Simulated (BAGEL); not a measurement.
# CH5GeS (SMILES [CH3][GeH][SH]) at UHF/STO-3G (density fitting with qzvpp-jkfit)

Aim: the vertical doublet–quartet gap of CH5GeS at UHF/STO-3G (density fitting with qzvpp-jkfit), from 2 runs. 

Program for the calculation: BAGEL 1.2.2.

### Step 1. The structure to begin with

The species is CH5GeS (8 atoms), meant as a doublet with charge 0. SMILES: `[CH3][GeH][SH]`. Geometry: relaxed at PBE0-D4/def2-TZVP. This is one conformer, not always the lowest.

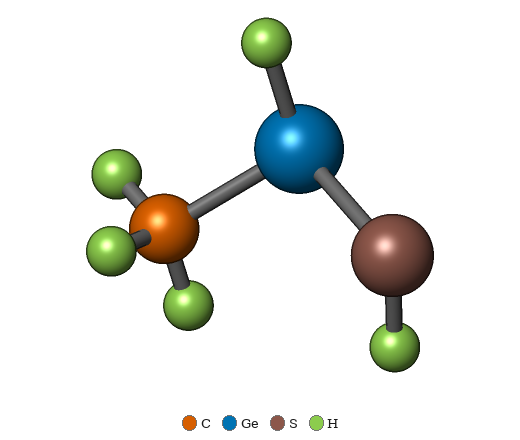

Viewed from a chosen angle; carbon orange, germanium blue, sulfur brown, hydrogen green.

### Step 2. A single-point energy at UHF/STO-3G (density fitting with qzvpp-jkfit)

job.json reads:

```json
{ "bagel" : [

{
  "title" : "molecule",
  "basis" : "sto-3g",
  "df_basis" : "qzvpp-jkfit",
  "angstrom" : true,
  "geometry" : [
    { "atom" : "C", "xyz" : [      -0.733300,       0.635200,      -0.565800 ] },
    { "atom" : "Ge", "xyz" : [       0.934600,      -0.393300,      -0.399900 ] },
    { "atom" : "S", "xyz" : [       1.033800,      -1.391600,       1.591200 ] },
    { "atom" : "H", "xyz" : [      -0.786300,       1.357800,       0.251000 ] },
    { "atom" : "H", "xyz" : [      -1.594800,      -0.030400,      -0.515000 ] },
    { "atom" : "H", "xyz" : [      -0.745800,       1.162700,      -1.520400 ] },
    { "atom" : "H", "xyz" : [       2.173100,       0.541200,      -0.392200 ] },
    { "atom" : "H", "xyz" : [      -0.189100,      -1.938700,       1.495000 ] }
  ]
},

{ "title" : "uhf", "nopen" : 1 },

{ "title" : "print", "file" : "orbitals.molden", "orbitals" : true }

]}
```

Launch:

```console
$ BAGEL_NUM_THREADS=1 BAGEL job.json > job.out
```

Output:

```text
* using 1 threads per process

  ===============================================================
  ===============================================================

  *** Geometry ***

  { "atom" : "C", "xyz" : [     -1.385736,      1.200354,     -1.069207 ] },
  { "atom" : "Ge", "xyz" : [      1.766138,     -0.743229,     -0.755701 ] },
  { "atom" : "S", "xyz" : [      1.953599,     -2.629743,      3.006932 ] },
  { "atom" : "H", "xyz" : [     -1.485892,      2.565870,      0.474321 ] },
  { "atom" : "H", "xyz" : [     -3.013735,     -0.057448,     -0.973209 ] },
  { "atom" : "H", "xyz" : [     -1.409358,      2.197185,     -2.873140 ] },
  { "atom" : "H", "xyz" : [      4.106564,      1.022720,     -0.741151 ] },
  { "atom" : "H", "xyz" : [     -0.357347,     -3.663612,      2.825141 ] },

  Number of auxiliary basis functions:      559

  Since a DF basis is specified, we compute 2- and 3-index integrals:
    o Being stored without compression. Storage requirement is 0.006 GB

  Number of basis functions:       37
  Number of electrons      :       59

    * METHOD: MOLECULE                             0.18

  *** Open-shell HF ***

  === Nuclear Repulsion ===
   253.5363807056

      * DIIS with orbital gradients will be used.

  === UHF iteration (sto-3g) ===
      0      -2485.20180145          0.01298594           0.07
      1      -2485.23572399          0.00335199           0.07
      2      -2485.23923869          0.00132696           0.05
      3      -2485.24003649          0.00057383           0.05
      4      -2485.24031277          0.00017273           0.05
      5      -2485.24036895          0.00006207           0.05
      6      -2485.24038318          0.00002140           0.05
      7      -2485.24038642          0.00001190           0.06
      8      -2485.24038782          0.00000390           0.06
      9      -2485.24038794          0.00000106           0.06
     10      -2485.24038795          0.00000040           0.06
     11      -2485.24038795          0.00000017           0.05
     12      -2485.24038795          0.00000005           0.05
     13      -2485.24038795          0.00000002           0.05
     14      -2485.24038795          0.00000001           0.05
     15      -2485.24038795          0.00000000           0.05
    * SCF iteration converged.

    * S^2 (UHF) is 0.7531

    * Permanent dipole moment:
           (    0.284198,     0.043552,     0.502857) a.u.

    * METHOD: UHF                                  1.02

    * METHOD: PRINT                                0.00

  ===============================================================
```

It took 1.5 s on 1 thread of Intel Xeon 6975P-C (Granite Rapids), shared host; peak memory 0.083 GiB.

### Step 3. The quartet

calc.json reads:

```json
{ "bagel" : [

{
  "title" : "molecule",
  "basis" : "sto-3g",
  "df_basis" : "qzvpp-jkfit",
  "angstrom" : "true",
  "geometry" : [
    { "atom" : "C", "xyz" : [   -0.733300,    0.635200,   -0.565800 ] },
    { "atom" : "Ge", "xyz" : [    0.934600,   -0.393300,   -0.399900 ] },
    { "atom" : "S", "xyz" : [    1.033800,   -1.391600,    1.591200 ] },
    { "atom" : "H", "xyz" : [   -0.786300,    1.357800,    0.251000 ] },
    { "atom" : "H", "xyz" : [   -1.594800,   -0.030400,   -0.515000 ] },
    { "atom" : "H", "xyz" : [   -0.745800,    1.162700,   -1.520400 ] },
    { "atom" : "H", "xyz" : [    2.173100,    0.541200,   -0.392200 ] },
    { "atom" : "H", "xyz" : [   -0.189100,   -1.938700,    1.495000 ] }
  ]
},
{ "title" : "uhf", "nopen" : 3 },
{ "title" : "print", "file" : "orbitals.molden", "orbitals" : "true" }

]}
```

Launch:

```console
$ BAGEL_NUM_THREADS=1 BAGEL calc.json > calc.out
```

Output:

```text
* using 1 threads per process

  ===============================================================
  ===============================================================

  *** Geometry ***

  { "atom" : "C", "xyz" : [     -1.385736,      1.200354,     -1.069207 ] },
  { "atom" : "Ge", "xyz" : [      1.766138,     -0.743229,     -0.755701 ] },
  { "atom" : "S", "xyz" : [      1.953599,     -2.629743,      3.006932 ] },
  { "atom" : "H", "xyz" : [     -1.485892,      2.565870,      0.474321 ] },
  { "atom" : "H", "xyz" : [     -3.013735,     -0.057448,     -0.973209 ] },
  { "atom" : "H", "xyz" : [     -1.409358,      2.197185,     -2.873140 ] },
  { "atom" : "H", "xyz" : [      4.106564,      1.022720,     -0.741151 ] },
  { "atom" : "H", "xyz" : [     -0.357347,     -3.663612,      2.825141 ] },

  Number of auxiliary basis functions:      559

  Since a DF basis is specified, we compute 2- and 3-index integrals:
    o Being stored without compression. Storage requirement is 0.006 GB

  Number of basis functions:       37
  Number of electrons      :       59

    * METHOD: MOLECULE                             0.17

  *** Open-shell HF ***

  === Nuclear Repulsion ===
   253.5363807056

      * DIIS with orbital gradients will be used.

  === UHF iteration (sto-3g) ===
      0      -2484.93973129          0.01061485           0.06
      1      -2484.97387540          0.00338891           0.06
      2      -2484.97916822          0.00143071           0.06
      3      -2484.98140964          0.00046294           0.06
      4      -2484.98205169          0.00029350           0.06
      5      -2484.98249099          0.00014902           0.06
      6      -2484.98261251          0.00008004           0.06
      7      -2484.98262531          0.00005473           0.06
      8      -2484.98263084          0.00002774           0.06
      9      -2484.98263269          0.00001294           0.06
     10      -2484.98263328          0.00000662           0.06
     11      -2484.98263344          0.00000362           0.07
     12      -2484.98263349          0.00000155           0.06
     13      -2484.98263350          0.00000087           0.06
     14      -2484.98263350          0.00000058           0.06
     15      -2484.98263350          0.00000041           0.06
     16      -2484.98263350          0.00000025           0.06
     17      -2484.98263350          0.00000014           0.07
     18      -2484.98263350          0.00000008           0.06
     19      -2484.98263350          0.00000005           0.06
     20      -2484.98263350          0.00000002           0.06
     21      -2484.98263350          0.00000001           0.06
     22      -2484.98263350          0.00000001           0.06
    * SCF iteration converged.

    * S^2 (UHF) is 3.7646

    * Permanent dipole moment:
           (    0.116642,     1.036035,    -0.844495) a.u.

    * METHOD: UHF                                  1.52

    * METHOD: PRINT                                0.00

  ===============================================================
```

Wall time 2.1 s (1 thread of Intel Xeon 6975P-C (Granite Rapids), shared host); peak memory 0.08 GiB.

### Step 4. What came out

Level: UHF/STO-3G (density fitting with qzvpp-jkfit).

| quantity | value |
| --- | --- |
| doublet: total energy | -2485.24039 Eh |
| doublet: dipole moment | 1.47 D |
| doublet: ⟨S²⟩ | 0.753 |
| quartet: total energy | -2484.98263 Eh |
| quartet: dipole moment | 3.41 D |
| quartet: ⟨S²⟩ | 3.765 |
| vertical energy of the quartet above the doublet | 7.014 eV |

What this shows: At this shape the quartet lies 7.01 eV (162 kcal/mol) above the doublet. In a minimal basis such a difference can be off by several eV, whatever the method.
